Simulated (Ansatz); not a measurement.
**Nudged elastic band of AlH$_{2}$ClF$_{2}$**

The run: nudged elastic band of AlH$_{2}$ClF$_{2}$. Method and program: RKS B3LYP/def2-SVP (Ansatz 0.2.0).

The run did not end well. One setting was made poor on purpose. It belongs to a series of runs on one base structure; here: an input spoilt on purpose.

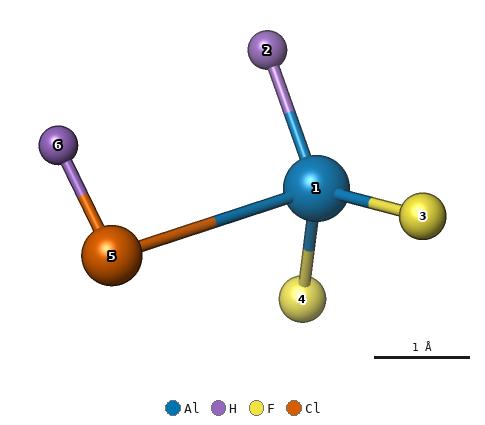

Fig. 1: The starting structure (ball-and-stick view, seen at a tilt; atoms are numbered from 1 in the order of the input). Sticks mark near contacts. Bond lengths as drawn: Al–Cl 2.67 Å, Al–F 1.67 Å, Al–H 1.57 Å and Cl–H 1.30 Å.

## Input file
```yaml
crystal:
  periodic: [false, false, false]
  atoms:
    - { symbol: Al, position_ang: [0.001792, 0.148557, 0.045963] }
    - { symbol: H, position_ang: [-0.004221, 0.758504, 1.490599] }
    - { symbol: F, position_ang: [1.413992, 0.09307, -0.834439] }
    - { symbol: F, position_ang: [-1.41778, 0.01616, -0.814049] }
    - { symbol: Cl, position_ang: [0.076459, -2.370015, 0.915204] }
    - { symbol: H, position_ang: [0.078859, -2.027076, 2.164722] }
basis:
  gaussian: { orbitals: def2-SVP }
hamiltonian:
  xc: b3lyp
neb:
  order_check: false
  images: 6
  f_tol: 0.05
  max_iterations: 8
  climbing: false
  final_atoms:
    - { symbol: Al, position_ang: [0.0230014, -0.67395438, -0.15939134] }
    - { symbol: H, position_ang: [0.01144884, 0.26583411, 1.83620594] }
    - { symbol: F, position_ang: [1.41631523, 0.15093007, -0.4953214] }
    - { symbol: F, position_ang: [-1.41743518, 0.07528379, -0.47298041] }
    - { symbol: Cl, position_ang: [0.08083868, -2.71927407, 0.24517649] }
    - { symbol: H, position_ang: [6.03493203, 5.52038049, 8.01431072] }
  initial_path: idpp
```

Hardware: 1 thread of Arm Neoverse V2, 24 GiB of memory available, shared host.

Run as:
```bash
ansatz run input.yaml --threads 1 --pin off --max-ram 2048MiB --backend cpu --events-out ev --progress --plain --runs-dir out
```

## Output
```
Engine: ansatz 0.2.0, aarch64-unknown-linux-gnu
Functional definition: B3LYP
  parameter a0 = 0.2
  parameter ax = 0.72
  parameter ac = 0.81
  exchange = (1 - a0 - ax)*slater_x + ax*b88_x + a0*exact_x
  correlation = (1 - ac)*vwn_rpa_c + ac*lyp_c
722 factors; integrals over basis functions are off by at most 4.5e-4 eV
mean field evaluation 1: about -24576.6793 eV, gradient 5.0e1 eV
mean field evaluation 2: about -24568.7653 eV, gradient 8.9e1 eV
mean field evaluation 4: about -24580.6745 eV, gradient 7.0e-1 eV
mean field evaluation 8: about -24580.6869 eV, gradient 7.8e-3 eV
mean field -24580.68691206 eV, -903.3235826303 hartree, gradient 1.5e-5 eV, S^2 0.000000; 0 other end points of the search recorded, 0 dependent functions left out
the calculation of the forces begins
reference -24580.68714721 eV, -903.3235912719 hartree; 25, 25 occupied and 49, 49 virtual orbitals, 722 factors
712 factors; integrals over basis functions are off by at most 5.9e-4 eV
mean field evaluation 16: about -24547.1005 eV, gradient 9.8e1 eV
mean field evaluation 32: about -24574.4740 eV, gradient 1.6e-2 eV
mean field -24574.47398790 eV, -903.0952618784 hartree, gradient 1.3e-5 eV, S^2 0.000000; 0 other end points of the search recorded, 0 dependent functions left out
[... from here on the field's lines of each further geometry are left out, up to the last ...]
WARN: NEB end point (image 7): max|allowed force component| = 7.128e-1 eV/Å (the criterion of neb.relax_end_points is 1.000e-2). That is over neb.f_tol: it is no minimum, so the barrier can be far off. Relax it first
NEB iter   1: max|band force component| = 2.110e0 eV/Å  barrier→ = 6.2794 eV  barrier← = 0.0665 eV  Δτ_max = 0.2000 Å  (1055 SCF iters)
NEB iter   2: max|band force component| = 1.334e0 eV/Å  barrier→ = 6.2129 eV  barrier← = 0.0000 eV  Δτ_max = 0.2000 Å  (455 SCF iters)
NEB iter   3: max|band force component| = 2.188e0 eV/Å  barrier→ = 6.2129 eV  barrier← = 0.0000 eV  Δτ_max = 0.1018 Å  (399 SCF iters)
the calculation of the forces begins
reference -24575.16507548 eV, -903.1206588786 hartree; 25, 25 occupied and 49, 49 virtual orbitals, 716 factors
these checks for a lower state are left out or cut short: starts, cluster_reference, orbital_swaps, neighbouring_geometries, increment
715 factors; integrals over basis functions are off by at most 9.3e-4 eV
mean field evaluation 512: about -24575.0897 eV, gradient 2.5e-1 eV
```

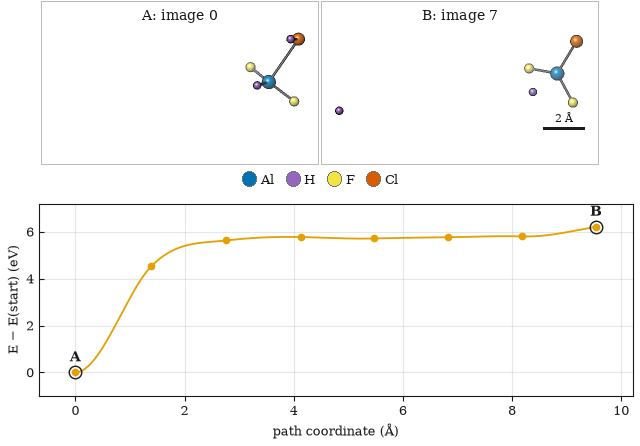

Fig. 2: Images of the last band (counted from 0; ball-and-stick, seen at a tilt) above the energy along the path; the line is a cubic interpolation that uses the forces. No image lies above both ends; the end is 6.213 eV above the start. The path is 9.54 Å long. The band had not converged after 3 iterations. The end points carry forces over 0.1 eV/Å, so they aren't fully relaxed minima and the barriers are approximate.

```
mean field -24575.09029248 eV, -903.1179106542 hartree, gradient 1.2e-5 eV, S^2 0.000000; 0 other end points of the search recorded, 0 dependent functions left out
the calculation of the forces begins
reference -24575.09061059 eV, -903.1179223443 hartree; 25, 25 occupied and 49, 49 virtual orbitals, 715 factors
these checks for a lower state are left out or cut short: starts, cluster_reference, orbital_swaps, neighbouring_geometries, increment
714 factors; integrals over basis functions are off by at most 7.4e-4 eV
Unfinished report: {"positions_ang":[[-0.8487497326383209,-1.9189222504523467,-1.0455785028352813],[-1.0229345094920033,-0.653841791619415,0.7530252522241603],[0.6003263044501563,-1.1904651270802245,-1.3682790576489383],[-2.2226117255338096,-1.2058093289105623,-1.6274089479117546],[-0.9064215472253793,-3.8665615563341604,-0.3014494748321761],[4.549492210439357,5.454800054396709,6.55769073100399]],"mean_field":{"relativity":"none","state":{"energy":{"ev":-24574.474364685022,"hartree":-903.0952757251844},"converged":true,"gradient_ev":0.00001275134328671979,"stability":{"kind":"minimum","curvature_ev":5.45563656278514},"curvature_floor_ev":0.00030000000000000003,"spin_squared":-3.197442310920451e-14},"others":[],"fillings":{"estimated":0,"unestimated":0,"tried":0,"untried":1,"excluded_magnetic_sites":0},"n_dropped_functions":0,"n_trapped_functions":0,"passes":{"evaluations":20,"products":49},"factors":{"origin":"Cholesky decomposition","count":712,"bound_ev":0.0005945036752218661},"gradient_stop_ev":0.00009,"reference_kind":"stationary","functional":{"name":"B3LYP","citations":["Stephens, Devlin, Chabalowski & Frisch, J. Phys. Chem. 98, 11623 (1994) doi:10.1021/j100096a001","Becke, Phys. Rev. A 38, 3098 (1988) doi:10.1103/PhysRevA.38.3098","Lee, Yang & Parr, Phys. Rev. B 37, 785 (1988) doi:10.1103/PhysRevB.37.785","Vosko, Wilk & Nusair, Can. J. Phys. 58, 1200 (1980) doi:10.1139/p80-159"],"text":"name \"B3LYP\"\ncite \"Stephens, Devlin, Chabalowski & Frisch, J. Phys. Chem. 98, 11623 (1994) doi:10.1021/j100096a001\"\ncite \"Becke, Phys. Rev. A 38, 3098 (1988) doi:10.1103/PhysRevA.38.3098\"\ncite \"Lee, Yang & Parr, Phys. Rev. B 37, 785 (1988) doi:10.1103/PhysRevB.37.785\"\ncite \"Vosko, Wilk & Nusair, Can. J. Phys. 58, 1200 (1980) doi:10.1139/p80-159\"\nparameter a0 = 0.2\nparameter ax = 0.72\nparameter ac = 0.81\nexchange = (1 - a0 - ax)*slater_x + ax*b88_x + a0*exact_x\ncorrelation = (1 - ac)*vwn_rpa_c + ac*lyp_c\n","parameters":{"a0":{"value":0.2,"default":0.2},"ac":{"value":0.81,"default":0.81},"ax":{"value":0.72,"default":0.72}},"final_grid":{"core_spheres":13.0,"valence_spheres":11.0,"degree":36.0},"final_grid_parameter_source":"default","radial_points_factor":1.0,"radial_grid_error_ev":6.729326096032238e-7,"grid_sensitivity":"normal","grid_sensitivity_ratio":0.0013437628806248659},"unsmoothed_excess_ev":-0.00037678906771083405,"symmetry":{"irreps":["A"],"axes":[[0.8774436569640414,0.10343490346960707,-0.4683949717896241],[-0.4538001337342261,0.49540105098956055,-0.740704554664839],[0.15542865719154944,0.8624842140136084,0.48162528287140405]],"occupied":[{"A":25},{"A":25}]},"held":{"pivots":712,"left_out":10,"joined":0},"density_repulsion":{"missed_ev":0.000023352148166467857,"excess_ev":1.0491745715062128e-6,"most_excess_ev":0.000135,"are_drawn_again":false,"n_first_factors":712,"energy_change_ev":0.0,"n_dropped_ends":0}},"factors":{"origin":"Cholesky decomposition","count":712,"bound_ev":0.0005945036752218661},"n_frozen":0,"n_occupied":[25,25],"n_virtual":[49,49],"reference":{"ev":-24574.474364685022,"hartree":-903.0952757251844},"total":{"ev":-24574.474364685022,"hartree":-903.0952757251844},"forces_ev_per_angstrom":[[-0.0774942076380324,0.6688485987619645,0.712800089401428],[0.044805260299284604,-0.4402020148256117,-0.37701757969802946],[0.24423207653481638,-0.038291540708379125,-0.17040190440126474],[-0.20191419506683977,-0.042365974302392057,-0.21261160953014122],[-0.0023820980203599056,-0.13953666127615402,0.055614882632984974],[-0.007246836116277428,-0.008452407649468807,-0.008383878413790468]],"charge_distribution":{"dipole_moment_e_ang":[0.5374055310423381,0.6335356993976473,0.843283141586148],"mulliken_charges_e":[0.902167866891622,-0.00800526308553029,-0.37737884390131704,-0.37686445402927937,-0.24088807798066725,0.10096877210515331],"lowdin_charges_e":[-0.2777987053767319,0.07482937735648576,-0.02050774046977999,-0.020076241207032552,0.14258453704271545,0.10096877265430737]},"n_threads":1,"memory_gib":1.7045454550534487,"seconds":{"hamiltonian":2.858602231,"orbitals":0.0,"second_order":0.0,"solver_start":0.0,"cycles":0.0,"cycle":0.0,"perturbative":0.0,"full_ci_increment":0.0,"forces":0.0}}
this run last wrote the band of iteration 3 to [file]
Error: SIGTERM received: run cancelled behind 530 evaluations of the mean field
```

## The last band as extended XYZ (Å, eV, eV/Å)
```
6
Properties=species:S:1:pos:R:3:forces:R:3 image=0 energy=-24580.68691
Al    0.0018    0.1486    0.0460    0.0014  -0.0079  -0.0138
H    -0.0042    0.7585    1.4906   -0.0001  -0.0007  -0.0023
F     1.4140    0.0931   -0.8344    0.0002   0.0001   0.0106
F    -1.4178    0.0162   -0.8140   -0.0012  -0.0001   0.0100
Cl    0.0765   -2.3700    0.9152   -0.0003   0.0072  -0.0047
H     0.0789   -2.0271    2.1647    0.0000   0.0014   0.0002
6
Properties=species:S:1:pos:R:3:forces:R:3 image=1 energy=-24576.16156
Al   -0.0976   -0.0265   -0.2392    0.2478   0.4636   0.2533
H    -0.2135    0.5498    1.2161   -0.0683   0.3462   0.3626
F     1.3802    0.1456   -0.9877    0.1491  -0.2577  -0.0429
F    -1.3839    0.2457   -1.2619   -0.1974  -0.4086   0.0306
Cl   -0.0292   -2.1761    0.8990    0.2977  -0.3258   1.3489
H     0.4931   -2.1192    3.3417   -0.4288   0.1823  -1.9526
6
Properties=species:S:1:pos:R:3:forces:R:3 image=2 energy=-24575.05595
Al   -0.1540   -0.2766   -0.4615    0.1417   1.0391  -1.0639
H    -0.2889    0.4386    1.0529   -0.0348  -0.0564   0.3002
F     1.2696    0.1874   -1.1869    0.4225  -0.0675   0.1450
F    -1.4163    0.2125   -1.4297   -0.4463  -0.1788   0.1323
Cl   -0.1411   -2.1875    0.4308   -0.0605  -0.7111   0.5840
H     0.8798   -1.7553    4.5624   -0.0226  -0.0253  -0.0976
6
Properties=species:S:1:pos:R:3:forces:R:3 image=3 energy=-24574.90994
Al   -0.2293   -0.4530   -0.7254    0.0207   2.2017  -1.1670
H    -0.3896    0.2193    0.8663    0.0137  -0.1271   0.2242
F     1.2143    0.1089   -1.3297    0.2207  -0.0531   0.0288
F    -1.5750    0.0413   -1.5672   -0.1959   0.0705  -0.0873
Cl   -0.3511   -2.3127    0.0570   -0.0398  -2.1014   1.0581
H     1.4798   -0.9847    5.6670   -0.0195   0.0094  -0.0567
6
Properties=species:S:1:pos:R:3:forces:R:3 image=4 energy=-24574.97059
Al   -0.3950   -0.5657   -0.9313   -0.0467  -0.5114  -0.1605
H    -0.5149   -0.0856    0.6256   -0.0864   0.0086   0.7649
F     1.1414   -0.1542   -1.4053    0.0510   0.1126  -0.3260
F    -1.8045   -0.1638   -1.7112    0.0607   0.1448  -0.2893
Cl   -0.5044   -2.6152   -0.1213    0.0330   0.2504   0.0399
H     2.2264    0.2038    6.5115   -0.0115  -0.0050  -0.0290
6
Properties=species:S:1:pos:R:3:forces:R:3 image=5 energy=-24574.92100
Al   -0.5591   -0.8829   -0.9548    0.0662  -0.4456  -0.8539
H    -0.7026   -0.3680    0.5560   -0.0946   0.0676   0.9879
F     0.9281   -0.4438   -1.5506    0.2420   0.0151  -0.0624
F    -1.8830   -0.4220   -1.8434   -0.2334   0.0618  -0.1368
Cl   -0.6806   -2.9764   -0.2563    0.0285   0.3082   0.0834
H     3.0462    1.7124    7.0172   -0.0087  -0.0072  -0.0182
6
Properties=species:S:1:pos:R:3:forces:R:3 image=6 energy=-24574.88514
Al   -0.7235   -1.2347   -0.9547    0.0530  -0.1792  -0.7811
H    -0.8845   -0.6673    0.5771   -0.0552  -0.0676   0.5770
F     0.7469   -0.7882   -1.5866    0.3577   0.0198   0.0615
F    -2.0045   -0.7376   -1.8878   -0.3571   0.0648  -0.0423
Cl   -0.8540   -3.3373   -0.3584    0.0087   0.1699   0.1971
H     3.8688    3.3842    7.1784   -0.0071  -0.0076  -0.0123
6
Properties=species:S:1:pos:R:3:forces:R:3 image=7 energy=-24574.47399
Al   -0.8488   -1.9189   -1.0456   -0.0775   0.6688   0.7128
H    -1.0229   -0.6538    0.7530    0.0448  -0.4402  -0.3770
F     0.6003   -1.1905   -1.3683    0.2442  -0.0383  -0.1704
F    -2.2226   -1.2058   -1.6274   -0.2019  -0.0424  -0.2126
Cl   -0.9064   -3.8666   -0.3014   -0.0024  -0.1395   0.0556
H     4.5495    5.4548    6.5577   -0.0072  -0.0085  -0.0084
```

## What the run reported

| quantity | value |
| --- | --- |
| outcome | stopped at the time limit |
| barrier, forward (band not converged) | 6.213 eV |
| barrier, backward | 0.000 eV |
| wall time | 90 s |
| peak memory | 0.14 GiB |

The run was cut off by its time limit, so the output is incomplete. A deliberately poor setting: bad input.
